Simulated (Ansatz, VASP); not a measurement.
# PbF2 (Fluorocronite): VASP beside Ansatz

One calculation is typed for both programs; each brings its own data sets and cutoff. How far apart do they land?

Main program and level: Ansatz 0.2.0; plane waves, with VASP 6.6.1 beside it; single point at LDA.

The database entry behind the starting cell differs from later determinations by our own check (0.1 to 0.3 % short, probably kX units), so it need not match the best structure at ambient conditions.

## Step 1: The structure

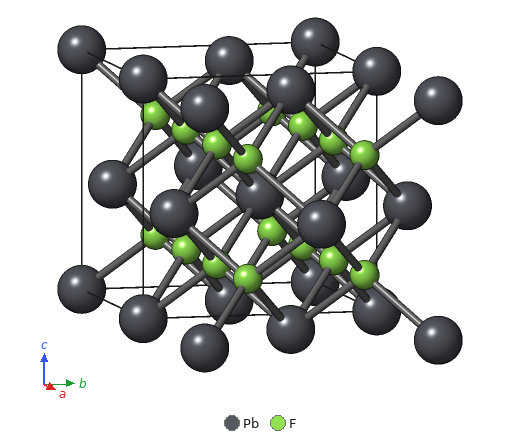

The cell as given, slightly off an axis (lead dark grey, fluorine green). 2×1×1 cells are drawn. This picture shows the conventional cell, with its axes. Some periodic images of atoms are drawn too.

## Step 2: Ansatz: single point, LDA

Ansatz runs on its default PAW (the set named soft_2) files.

A single point gives forces, pressure and levels at one fixed geometry, so differences don't come from the geometry; what else differs is listed under the comparison.

Input file input.yaml:

```yaml
crystal:
  lattice:
    - [0.0, 2.96366, 2.96366]
    - [2.96366, 0.0, 2.96366]
    - [2.96366, 2.96366, 0.0]
  atoms:
    - { symbol: Pb, position: [0.0, 0.0, 0.0] }
    - { symbol: F, position: [0.25, 0.25, 0.25] }
    - { symbol: F, position: [0.75, 0.75, 0.75] }
hamiltonian:
  xc: lda
  pseudopotentials: { kind: paw }
kpoints:
  mp_grid: { grid: [7, 7, 7] }
scf:
  occupations: { method: fermi_dirac, width: 0.05 }
  n_extra_bands: 4
output:
  forces: true
  stress: true
  eigenvalues: true
```

The run is started by

```
$ ansatz run input.yaml --threads 2 --pin off --max-ram 4608MiB --backend cpu --events-out ev --progress --plain --runs-dir out
```

Numbers of over 12 decimals in the logs are rounded to 6 here.

The log of the run:

```text
scf.n_extra_bands = 4 over 14 filled bands (N_el = 28.0): the run solves 18 bands
Engine: ansatz 0.2.0, x86_64-unknown-linux-gnu
Pseudopotentials: kind: paw
Pseudopotential: Pb, paw, valence charge 14, recommended cutoff 420 eV (normal), Pb.paw.azcp
Pseudopotential: F, paw, valence charge 7, recommended cutoff 420 eV (normal), F.paw.azcp
Functional definition: SPW92
  exchange = slater_x
  correlation = pw_c
Crystal: 3 atoms, lattice volume = 52.061 Å³
Basis set: ecut = 420 eV, 965 PW (Γ)
Bands: 18, of which v1, the nominal top of the filled ones, is band 14 counted from 1 (13 counted from 0)
Symmetry: 48 space group operations
Space group: Fm-3m (ITA 225), of the structure as read, at distance tolerance 3.7e-5 Å
k-points: 20 of 343
Non-local potential: Pb, projectors of the file, l = 0: 2, l = 1: 2, l = 2: 2, l = 3: 2
Non-local potential: F, projectors of the file, l = 0: 2, l = 1: 2, l = 2: 1
PAW form: soft (Blöchl's): semilocal exchange-correlation on the pseudo side does not see the compensation charge
PAW frozen core: Pb, regenerated for the run's functional, and the local potential with it (the file was generated under x = pbe(κ = 0.804, μ = 0.219515), c = pbe(β = 0.066725))
PAW frozen core: F, regenerated for the run's functional, and the local potential with it (the file was generated under x = pbe(κ = 0.804, μ = 0.219515), c = pbe(β = 0.066725))
PAW one-centre angular grid: Pb, 590 points (default); XC on 64 Gauss nodes
PAW one-centre angular grid: F, 110 points (default); XC on 64 Gauss nodes
Initial density: superposition of atomic densities (neutral atoms: chi_scale 0, normalization atom), corrected by the library's trained network
Initial wavefunctions: pseudopotential atomic-orbital guess
Functional: x = slater, c = lda
SCF iter   1: F=—  HF=-13191.262228 eV  |F-HF|=—  |Δ(HF+E_count)|=         —  Δρ=1.95e-2  dr2=1.52e-1  ethr=1.77e-3  ⟨swp⟩=6.0  Hψ=1821  notcnv=0
preconditioner: auto → none  [insulator: Δε(μ)=4.078 eV  Ē_g=16.694 eV  σ=0.050 eV  W_gap=1.00  n_scr=14 (ndim 8)  ℏωp=27.2 eV  f_vac=0.132  D(μ)=0.00/eV (n_scr^D=0)  ε∞_Penn≈3.7]
SCF iter   2: F=—  HF=-13191.239849 eV  |F-HF|=—  |Δ(HF+E_count)|=   2.24e-2  Δρ=1.46e-2  dr2=6.55e-2  ethr=5.41e-4  ⟨swp⟩=2.0  Hψ=881  notcnv=0
SCF iter   3: F=—  HF=-13191.221200 eV  |F-HF|=—  |Δ(HF+E_count)|=   1.86e-2  Δρ=1.42e-3  dr2=5.40e-4  ethr=2.34e-4  ⟨swp⟩=2.0  Hψ=666  notcnv=0
SCF iter   4: F=—  HF=-13191.220944 eV  |F-HF|=—  |Δ(HF+E_count)|=   2.56e-4  Δρ=3.32e-4  dr2=2.32e-5  ethr=1.93e-6  ⟨swp⟩=2.5  Hψ=729  notcnv=0
SCF iter   5: F=—  HF=-13191.220942 eV  |F-HF|=—  |Δ(HF+E_count)|=   2.19e-6  Δρ=3.83e-5  dr2=8.94e-7  ethr=8.29e-8  ⟨swp⟩=2.5  Hψ=642  notcnv=0
SCF iter   6: F=-13191.220942 eV  HF=-13191.220942 eV  |F-HF|=3.20e-10  |Δ(HF+E_count)|=   3.51e-7  Δρ=8.99e-6  dr2=2.06e-8  ethr=3.57e-10  ⟨swp⟩=6.2  Hψ=1629  notcnv=0
SCF 1 converged in 6 iterations: F = -13191.220942 eV  dr2 = 2.06e-8
  greatest PAW one-centre occupation: 0.984 electrons in one spin orbital (limit 2), on the Pb atom at site 0 (counted from 0), in its partial waves of l = 2
SCF converged after 6 iterations
Free energy (F): -13191.220942 eV
Harris-Foulkes:  -13191.220942 eV  (|F-HF|=3.20e-10)
Internal energy: -13191.220942 eV  (E = F + TS)
E sigma→0 (E₀):  -13191.220942 eV
Fermi energy:    6.746627 eV
--- Per-component energies (eV) ---
  E_band       = -132.937982
  E_kinetic    = 694.684981
  E_local      = -2254.034651  (includes V_loc(G=0)·N_el)
  E_nonlocal   = 505.614860
  E_hartree    = 859.460898
  E_xc         = -375.531586
  E_vxc        = -335.704006  (∫ρ·V_xc dr)
  E_paw        = -10472.667565  (= ΣΔE_a)
  E_vpaw       = -462.427371  (= ΣTr[D̂ρ^β])
  E_aug_tail   = 0.004023  (compensation charges beyond the density's cutoff)
  E_ewald      = -2148.900692
  E_core_change = 0.148790  (= ΣΔE_core)
  E_smearing   = -0.000000  (= −TS)
  E_closure    = -0.000000  (closes the sum)
  Σ components = -13191.220942   (vs F -13191.220942, Δ=0.00e0)
--- Forces (eV/Å), atoms counted from 1 ---
  atom   1  Pb    -0.00000000     0.00000000     0.00000000
  atom   2  F      0.00000000    -0.00000000     0.00000000
  atom   3  F      0.00000000     0.00000000    -0.00000000
  max |Σ_I F_I| component: 9.25e-18 eV/Å
--- Stress (GPa, compression-positive) ---
       -4.528030      -0.000000       0.000000
        0.000000      -4.528030       0.000000
        0.000000       0.000000      -4.528030
  P = ⅓ Tr σ = -4.5280 GPa (-45.280 kbar)
--- Band table (eV; the first three rows and the last of 20) ---
  k-point 0: bands = [... 10 lower, 2.0778, 2.5781, 2.5781, 2.5781, 11.1501, 11.1501, 11.1501, 14.8203]
  k-point 1: bands = [... 10 lower, 2.0339, 2.5462, 2.5462, 3.0886, 10.4798, 11.3196, 11.3196, 15.9627]
  k-point 2: bands = [... 10 lower, 1.9389, 2.4745, 2.4745, 3.9039, 9.7257, 11.7077, 11.7077, 17.2798]
  k-point 19: bands = [... 10 lower, 2.0812, 2.9146, 3.0322, 4.5346, 10.1981, 10.6759, 12.0087, 14.4054]
```

Wall time 0.85 s (2 threads of Intel Xeon at 2.80GHz (Skylake/Cascade Lake), shared host); peak memory 0.35 GiB; 1.4 s of CPU time.

The run ends at a pressure of -4.53 GPa.

## Step 3: VASP: single point, LDA

The same cell, functional (in two slightly different forms), mesh and smearing now go to VASP, with its own data sets and cutoff.

Lines of VASP's logs that name or quote its potential files are left out, and so is its time.

Input file INCAR:

```
SYSTEM = PbF2
PREC = Accurate
ENCUT = 520
EDIFF = 1E-06
NELM = 100
ISMEAR = -1
SIGMA = 0.05
LREAL = .FALSE.
ALGO = Normal
GGA = CA
NBANDS = 15
LORBIT = 11
LWAVE = .FALSE.
LCHARG = .FALSE.
KPAR = 4
ISIF = 2
```

Input file POSCAR:

```
PbF2
1.0
    0.0000000000      2.9636600000      2.9636600000
    2.9636600000      0.0000000000      2.9636600000
    2.9636600000      2.9636600000      0.0000000000
Pb F
1 2
Direct
    0.0000000000      0.0000000000      0.0000000000
    0.2500000000      0.2500000000      0.2500000000
    0.7500000000      0.7500000000      0.7500000000
```

Input file KPOINTS:

```
Automatic mesh
0
Gamma
7 7 7
0 0 0
```

PAW data sets: Pb and F (PBE family, release 64).

The run is started by

```
$ mpirun -np 4 vasp_std
```

The log of the run:

```text
[banner, memory and clock lines left out]
running    4 mpi-ranks, on    1 nodes
 distrk:  each k-point on    1 cores,    4 groups
 distr:  one band on    1 cores,    1 groups

 POSCAR found type information on POSCAR PbF
 POSCAR found :  2 types and       3 ions
|                                                                             |
|               ----> ADVICE to this user running VASP <----                  |
|                                                                             |
|     You enforced a specific xc type in the INCAR file but a different       |
|     [... a line on the potential file left out ...]
|     I HOPE YOU KNOW WHAT YOU ARE DOING!                                     |
|                                                                             |

 LDA part: xc-table for (Slater(with rela. corr.)+CA(PZ))
 , standard interpolation
 POSCAR, INCAR and KPOINTS ok, starting setup
 FFT: planning ... GRIDC
 FFT: planning ... GRID_SOFT
 FFT: planning ... GRID
 WAVECAR not read
 entering main loop
       N       E                     dE             d eps       ncg     rms          rms(c)
DAV:   1     0.975759014166E+02    0.97576E+02   -0.91892E+03   600   0.107E+03
DAV:   2    -0.122985662265E+02   -0.10987E+03   -0.10438E+03   754   0.237E+02
DAV:   3    -0.177797851675E+02   -0.54812E+01   -0.54677E+01   684   0.567E+01
DAV:   4    -0.178202357025E+02   -0.40451E-01   -0.40445E-01   810   0.508E+00
DAV:   5    -0.178205573789E+02   -0.32168E-03   -0.32168E-03   684   0.408E-01    0.112E+01
DAV:   6    -0.162575936520E+02    0.15630E+01   -0.50601E+00   649   0.212E+01    0.716E+00
DAV:   7    -0.162108123518E+02    0.46781E-01   -0.41225E-01   642   0.434E+00    0.543E+00
DAV:   8    -0.161810155810E+02    0.29797E-01   -0.41840E-02   705   0.206E+00    0.207E+00
DAV:   9    -0.161786345798E+02    0.23810E-02   -0.76531E-03   649   0.753E-01    0.370E-01
DAV:  10    -0.161787970878E+02   -0.16251E-03   -0.12757E-03   670   0.259E-01    0.789E-02
DAV:  11    -0.161787687847E+02    0.28303E-04   -0.91461E-05   726   0.845E-02    0.243E-02
DAV:  12    -0.161787684993E+02    0.28535E-06   -0.11657E-05   698   0.229E-02    0.508E-03
DAV:  13    -0.161787687937E+02   -0.29436E-06   -0.22822E-06   677   0.128E-02
   1 F= -.16178769E+02 E0= -.16178769E+02  d E =-.794285E-10
```

Parts of OUTCAR (step 3):

```text
ion  position               nearest neighbor table
   1  0.000  0.000  0.000-   3 2.57   3 2.57   3 2.57   2 2.57   2 2.57   2 2.57   3 2.57   2 2.57

  LATTYP: Found a face centered cubic cell.
 ALAT       =     5.9273200000

 Subroutine GETGRP returns: Found 48 space group operations
 (whereof 48 operations were pure point group operations)

The static configuration has the point symmetry O_h .

 Found     20 irreducible k-points:

   k-points           NKPTS =     20   k-points in BZ     NKDIM =     20   number of bands    NBANDS=     15

   dimension x,y,z NGX =    32 NGY =   32 NGZ =   32
   dimension x,y,z NGXF=    64 NGYF=   64 NGZF=   64

   ENCUT  =  520.0 eV  38.22 Ry    6.18 a.u.   7.79  7.79  7.79*2*pi/ulx,y,z

   NELECT =      18.0000    total number of electrons

 k-points in reciprocal lattice and weights: Automatic mesh
   0.00000000  0.00000000  0.00000000       0.003
   0.14285714  0.00000000  0.00000000       0.023
   0.28571429  0.00000000  0.00000000       0.023
   0.42857143  0.00000000  0.00000000       0.023
   0.14285714  0.14285714  0.00000000       0.017
   0.28571429  0.14285714  0.00000000       0.070
   0.42857143  0.14285714  0.00000000       0.070
  -0.42857143  0.14285714  0.00000000       0.070
  -0.28571429  0.14285714  0.00000000       0.070
[...]
-0.42857143  0.42857143  0.14285714       0.070
  -0.28571429  0.42857143  0.14285714       0.070

 average (electrostatic) potential at core
       1 -44.7275       2 -76.5373       3 -76.5373

 E-fermi :   1.2278

 k-point     1 :       0.0000    0.0000    0.0000
  band No.  band energies     occupation
    ...
      5      -2.4496      2.00000
      6      -2.4496      2.00000
      7      -1.8812      2.00000
      8      -1.8812      2.00000
      9      -1.8812      2.00000
     10       6.6679      0.00000
     11       6.6679      0.00000
     12       6.6679      0.00000
     13      10.3500      0.00000
     14      14.4566      0.00000
    ...

 k-point     2 :       0.1429    0.0000    0.0000
  band No.  band energies     occupation
    ...
      5      -2.4823      2.00000
      6      -2.4823      2.00000
      7      -1.9208      2.00000
      8      -1.9208      2.00000
      9      -1.3692      2.00000
     10       5.9998      0.00000
     11       6.8387      0.00000
     12       6.8387      0.00000
     13      11.4895      0.00000
     14      14.0662      0.00000
    ...

 k-point     3 :       0.2857    0.0000    0.0000
  band No.  band energies     occupation
    ...
      5      -2.5514      2.00000
      6      -2.5513      2.00000
      7      -2.0110      2.00000
      8      -2.0110      2.00000
      9      -0.5427      2.00000
     10       5.2470      0.00000
     11       7.2303      0.00000
     12       7.2303      0.00000
     13      12.7900      0.00000
     14      13.5528      0.00000
    ...

  Total       -1.9688598     -1.9688598     -1.9688598      0.0000000      0.0000000      0.0000000
  in kB      -60.5912960    -60.5912960    -60.5912960      0.0000000      0.0000000      0.0000000
  external PRESSURE =     -60.5912960 kB  Pullay stress =       0.0000000 kB

  energy-cutoff  :      520.00
  volume of cell :       52.06
      direct lattice vectors                 reciprocal lattice vectors
     0.000000000  2.963660000  2.963660000    -0.168710311  0.168710311  0.168710311
     2.963660000  0.000000000  2.963660000     0.168710311 -0.168710311  0.168710311
     2.963660000  2.963660000  0.000000000     0.168710311  0.168710311 -0.168710311

 POSITION                                       TOTAL-FORCE (eV/Angst)
 -----------------------------------------------------------------------------------
      0.00000      0.00000      0.00000        -0.000000      0.000000     -0.000000
      1.48183      1.48183      1.48183         0.000000     -0.000000      0.000000
      4.44549      4.44549      4.44549         0.000000      0.000000     -0.000000
 -----------------------------------------------------------------------------------
    total drift:                               -0.000000     -0.000000      0.000000

  FREE ENERGIE OF THE ION-ELECTRON SYSTEM (eV)
  ---------------------------------------------------
  free  energy   TOTEN  =       -16.1787687937 eV

  energy  without entropy=      -16.1787687936  energy(sigma->0) =      -16.17876879

 total charge
# of ion       s       p       d       tot
------------------------------------------
    1        1.853   0.617   0.133   2.602
    2        1.733   4.296   0.000   6.028
    3        1.733   4.296   0.000   6.028
--------------------------------------------------
tot          5.319   9.208   0.133  14.659

[... 3 further parts left out ...]
```

The run ends at a pressure of -6.06 GPa.

## Step 4: Side by side

Known differences besides the PAW data sets themselves: the two LDA forms differ slightly; the data sets hold 28 valence electrons in Ansatz (default PAW (the set named soft_2) files) and 18 in VASP; the cutoff is 420 eV in Ansatz and 520 eV in VASP; Ansatz makes its cores anew for this functional, VASP keeps those of its PBE data sets. Total energies have different zeros and are not compared.

The two programs side by side:

| quantity | Ansatz | VASP | difference |
| --- | --- | --- | --- |
| pressure (GPa) | -4.53 | -6.06 | +1.53 |
| gap on the k mesh (eV) | 4.298 | 4.247 | +0.051 |

Ansatz's pressure holds a Pulay correction of 0.67 GPa; VASP's holds none.

## Step 5: Further runs

The difference is large enough to ask for its cause, so further runs change the set-up of one program at a time, as the table lists.

```csv
run,difference in pressure (GPa)
as above,1.5
"cores kept as stored, as VASP does, whose cores stay as stored",1.5
Ansatz's all-electron LAPW method,1.6
Ansatz's larger PAW set (cutoff 1300 eV),1.6
norm-conserving potentials (cutoff 1143 eV),1.5
```

## Step 6: Outcome

```yaml
difference_in_pressure_single_point_lda: 1.5 GPa
difference_in_gap_on_the_k_mesh_single_point_lda: 0.051 eV
```

**Reading.** The difference in pressure is 1.5 GPa (single point, LDA), beyond the 1 GPa picked in this series as the mark of a large difference. For single point, LDA: no further run halves the difference in pressure; only Ansatz's side was varied, and Ansatz's runs with other potentials lie closer to each other than to VASP, which for this quantity points to VASP's side; this was not tested here. The all-electron run, which needs no data set, lies 1.6 GPa from VASP and 0.033 GPa from Ansatz's PAW result, so it sides with Ansatz. Differences of this kind measure data sets and numerical settings, not the functional's error against experiment.

[Lines on the potential files, build, host, timing and source positions are cut from VASP's logs without a mark.]

[Logs are printed without paths, hosts, clocks, repeated set-up lines and the standing remarks that a program may print on its own settings, such as how far it seeks lower states.]

[Hosts, paths, dates, database ids (printed as entryN), source tags and the programs' standing remarks are cut or masked in the printed files.]
